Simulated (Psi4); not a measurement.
# Single-point calculation of BSiH2Cl (part 2 of 2)

Continued. System: BSiH2Cl, multiplicity 3. Method: CCSD(T)/cc-pVDZ, UHF (Psi4 1.11). The geometry was optimised with BP86/def2-SVP.

Geometry of the input (Å):
```
B  -0.6878  0.3811  -0.3103
Si 0.3290  -1.1513  0.3706
Cl 2.3188  -0.8784  0.9529
H  -0.0876  1.4365  -0.3576
H  -1.8381  0.1911  -0.6394
```

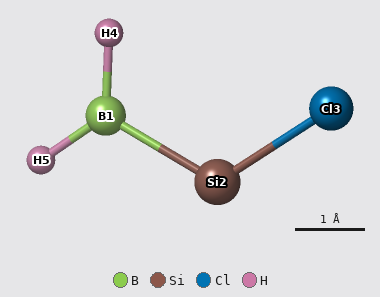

Figure 1. The structure as given in the input (ball-and-stick view, seen at a tilt; atoms are numbered from 1 in the order of the input).

### What the program printed, continued
```
	IRREP	# MOs	# FZDC	# DOCC	# SOCC	# VIRT	# FZVR
	-----	-----	------	------	------	------	------
	 A	   60	    11	    7	    2	    40	    0
	Transforming integrals...
	IWL integrals will be deleted.
	(OO|OO)...
	Presorting SO-basis two-electron integrals.
	Sorting File: SO Ints (nn|nn) nbuckets = 1
	Constructing frozen core operators
	Starting AA/AB first half-transformation.
	Sorting AA/AB half-transformed integrals.
	Starting BB first half-transformation.
	Sorting BB half-transformed integrals.
	First half integral transformation complete.
	Starting AA second half-transformation.
	Starting AB second half-transformation.
	Starting BB second half-transformation.
	Two-electron integral transformation complete.
	(OO|OV)...
	Starting AA second half-transformation.
	Starting AB second half-transformation.
	Starting BB second half-transformation.
	Two-electron integral transformation complete.
	(OO|VV)...
	Starting AA second half-transformation.
	Starting AB second half-transformation.
	Starting BB second half-transformation.
	Two-electron integral transformation complete.
	(OV|OO)...
	Starting AA/AB first half-transformation.
	Sorting AA/AB half-transformed integrals.
	Starting BB first half-transformation.
	Sorting BB half-transformed integrals.
	First half integral transformation complete.
	Starting AA second half-transformation.
	Starting AB second half-transformation.
	Starting BB second half-transformation.
	Two-electron integral transformation complete.
	(OV|OV)...
	Starting AA second half-transformation.
	Starting AB second half-transformation.
	Starting BB second half-transformation.
	Two-electron integral transformation complete.
	(OV|VV)...
	Starting AA second half-transformation.
	Starting AB second half-transformation.
	Starting BB second half-transformation.
	Two-electron integral transformation complete.
	(VV|OO)...
	Starting AA/AB first half-transformation.
	Sorting AA/AB half-transformed integrals.
	Starting BB first half-transformation.
	Sorting BB half-transformed integrals.
	First half integral transformation complete.
	Starting AA second half-transformation.
	Starting AB second half-transformation.
	Starting BB second half-transformation.
	Two-electron integral transformation complete.
	(VV|OV)...
	Starting AA second half-transformation.
	Starting AB second half-transformation.
	Starting BB second half-transformation.
	Two-electron integral transformation complete.
	(VV|VV)...
	Starting AA second half-transformation.
	Starting AB second half-transformation.
	Starting BB second half-transformation.
	Two-electron integral transformation complete.
	Frozen core energy     =   -838.62347294472227

	Size of irrep 0 of <AB|CD> integrals:      0.608 (MW) /      4.867 (MB)
	Total:                                     0.608 (MW) /      4.867 (MB)

	Size of irrep 0 of <ab|cd> integrals:      0.741 (MW) /      5.931 (MB)
	Total:                                     0.741 (MW) /      5.931 (MB)

	Size of irrep 0 of <Ab|Cd> integrals:      2.822 (MW) /     22.579 (MB)
	Total:                                     2.822 (MW) /     22.579 (MB)

	Size of irrep 0 of <IA|BC> integrals:      0.576 (MW) /      4.608 (MB)
	Total:                                     0.576 (MW) /      4.608 (MB)

	Size of irrep 0 of <ia|bc> integrals:      0.519 (MW) /      4.149 (MB)
	Total:                                     0.519 (MW) /      4.149 (MB)

	Size of irrep 0 of <Ia|Bc> integrals:      0.635 (MW) /      5.080 (MB)
	Total:                                     0.635 (MW) /      5.080 (MB)

	Size of irrep 0 of <iA|bC> integrals:      0.470 (MW) /      3.763 (MB)
	Total:                                     0.470 (MW) /      3.763 (MB)

	Size of irrep 0 of tIjAb amplitudes:       0.106 (MW) /      0.847 (MB)
	Total:                                     0.106 (MW) /      0.847 (MB)

	Nuclear Rep. energy          =    106.48608528810905
	SCF energy                   =   -774.24834858155805
	One-electron energy          =    -74.72773215979601
	Two-electron (AA) energy     =      8.73965332608803
	Two-electron (BB) energy     =      5.26489709902731
	Two-electron (AB) energy     =     18.61222080973608
	Two-electron energy          =     32.61677123485141
	Reference energy             =   -774.24834858155782

	total time  =          1 seconds =       0.02 minutes
            **************************
            *                        *
            *        CCENERGY        *
            *                        *
            **************************

    Nuclear Rep. energy (wfn)     =  106.486085288109052
    SCF energy          (wfn)     = -774.248348581558048
    Reference energy    (file100) = -774.248348581557821

    Input parameters:
    -----------------
    Wave function   =     CCSD_T
    Reference wfn   =     UHF
    Brueckner       =     No
    Memory (Mbytes) =     1600.0
    Maxiter         =     50
    R_Convergence   =     1.0e-07
    E_Convergence   =     1.0e-06
    Restart         =     Yes
    DIIS            =     Yes
    AO Basis        =     NONE
    ABCD            =     NEW
    Cache Level     =     2
    Cache Type      =     LRU
    Print Level     =     1
    Num. of threads =     1
    # Amps to Print =     10
    Print MP2 Amps? =     No
    Analyze T2 Amps =     No
    Print Pair Ener =     No
    Local CC        =     No
    SCS-MP2         =     False
    SCSN-MP2        =     False
    SCS-CCSD        =     False

MP2 correlation energy -0.2794794121722257
                Solving CC Amplitude Equations
                ------------------------------
  Iter             Energy              RMS        T1Diag      D1Diag    New D1Diag    D2Diag
  ----     ---------------------    ---------   ----------  ----------  ----------   --------
     0        -0.279479412172226    0.000e+00    0.000000    0.000000    0.000000    0.000000
     1        -0.308342409939126    8.092e-02    0.014350    0.000000    0.000000    0.000000
     2        -0.319152749208479    3.348e-02    0.021566    0.000000    0.000000    0.000000
     3        -0.321295743327005    2.061e-02    0.027498    0.000000    0.000000    0.000000
     4        -0.321487282431320    1.196e-02    0.034137    0.000000    0.000000    0.000000
     5        -0.321541272722745    4.910e-03    0.036831    0.000000    0.000000    0.000000
     6        -0.321598934818652    1.880e-03    0.037498    0.000000    0.000000    0.000000
     7        -0.321618751895354    7.778e-04    0.037642    0.000000    0.000000    0.000000
     8        -0.321621169177271    3.118e-04    0.037640    0.000000    0.000000    0.000000
     9        -0.321619870428870    1.295e-04    0.037643    0.000000    0.000000    0.000000
    10        -0.321618964988444    5.635e-05    0.037644    0.000000    0.000000    0.000000
    11        -0.321619866224409    2.060e-05    0.037642    0.000000    0.000000    0.000000
    12        -0.321620357534861    8.664e-06    0.037642    0.000000    0.000000    0.000000
    13        -0.321620596138473    3.644e-06    0.037642    0.000000    0.000000    0.000000
    14        -0.321620663025305    1.739e-06    0.037643    0.000000    0.000000    0.000000
    15        -0.321620686159163    7.925e-07    0.037643    0.000000    0.000000    0.000000
    16        -0.321620706769706    4.385e-07    0.037643    0.000000    0.000000    0.000000
    17        -0.321620720193084    1.901e-07    0.037643    0.000000    0.000000    0.000000
    18        -0.321620721454420    6.723e-08    0.037643    0.000000    0.000000    0.000000

    Iterations converged.

    Largest TIA Amplitudes:
              8   0         0.1002281159
              8  13         0.0280704062
              3   1        -0.0139867436
              4   1         0.0111496982
              8  12         0.0098642084
              4   2         0.0094399443
              8   7         0.0091750776
              2   1        -0.0085016617
              7  22        -0.0074302026
              7   2         0.0066561053

    Largest Tia Amplitudes:
              6   1         0.0672574313
              5   0         0.0359152479
              2   1        -0.0338379159
              3   1         0.0275835071
              2   3        -0.0191324874
              4   1         0.0182247125
              5   2        -0.0178845606
              1   1         0.0133226548
              6  12         0.0101659027
              6   3         0.0098164482

    Largest TIJAB Amplitudes:
      8   7   2   0         0.0382759827
      8   7  11   0         0.0197696663
      8   7   5   0        -0.0185581306
      6   5  25  24        -0.0161858868
      8   6   1   0        -0.0150504617
      8   4   2   0        -0.0146091974
      8   4  11   0        -0.0143102189
      5   4  25  24         0.0132746759
      8   4  10   1        -0.0131674956
      8   6  10   1         0.0129856351

    Largest Tijab Amplitudes:
      5   4  27  26         0.0199428207
      5   4  26  25         0.0162558116
      6   4   3   1         0.0155664816
      6   5   3   0         0.0124215621
      5   4   1   0         0.0110567519
      6   3   5   3         0.0103248891
      6   3   7   6         0.0094738392
      4   2   4   1         0.0086256308
      6   3   9   1         0.0085675137
      5   2  13   8         0.0084166728

    Largest TIjAb Amplitudes:
      8   6   0   1         0.0612141737
      5   5  18  20        -0.0317701143
      5   5  24  26        -0.0286474655
      8   2   0   1        -0.0262552849
      7   6   0   0        -0.0252175768
      5   5  25  27        -0.0248965245
      7   6   2   1         0.0244641817
      2   1   0   0        -0.0243113521
      3   3   3   5        -0.0231080086
      6   6   1   3        -0.0228378548

    SCF energy       (wfn)                    = -774.248348581558048
    Reference energy (file100)                = -774.248348581557821

    Opposite-spin MP2 correlation energy      =   -0.211604505799506
    Same-spin MP2 correlation energy          =   -0.067874906372720
    Singles MP2 correlation energy            =   -0.000000000000000
    MP2 correlation energy                    =   -0.279479412172226
      * MP2 total energy                      = -774.527827993730057

    Opposite-spin CCSD correlation energy     =   -0.253547363431373
    Same-spin CCSD correlation energy         =   -0.068073358023047
    Singles CCSD correlation energy           =    0.000000000000000
    CCSD correlation energy                   =   -0.321620721454420
      * CCSD total energy                     = -774.569969303012272

            **************************
            *                        *
            *        CCTRIPLES       *
            *                        *
            **************************

    Wave function   =    CCSD_T
    Reference wfn   =      UHF

    Nuclear Rep. energy (wfn)                =  106.486085288109052
    SCF energy          (wfn)                = -774.248348581558048
    Reference energy    (file100)            = -774.248348581557821
    CCSD energy         (file100)            =   -0.321620721454420
    Total CCSD energy   (file100)            = -774.569969303012272

    Number of ijk index combinations:
    Spin Case AAA:                                  84
    Spin Case BBB:                                  35
    Spin Case AAB:                                 252
    Spin Case ABB:                                 189
    AAA (T) energy                             =   -0.000338192847566
    BBB (T) energy                             =   -0.000139837237449
    AAB (T) energy                             =   -0.005479256781575
    ABB (T) energy                             =   -0.003541373052161
    (T) energy                                   =   -0.009498659918751
      * CCSD(T) total energy                     = -774.579467962930948

    Psi4 run time: 0:00:10.43
```

### Key numbers

```tsv
quantity	value
outcome	converged
total energy	−774.579468 hartree
SCF energy	−774.248349 hartree
MP2 energy	−774.527828 hartree
CCSD energy	−774.569969 hartree
correlation energy	−0.331119 hartree
(T) correction	−0.009499 hartree
basis functions	60
T1 diagnostic	0.038
⟨S²⟩	2.008
hardware	1 thread of AMD EPYC (Zen 5), 16 GiB of memory available, shared host
wall time	11 s
peak memory	0.31 GiB
```
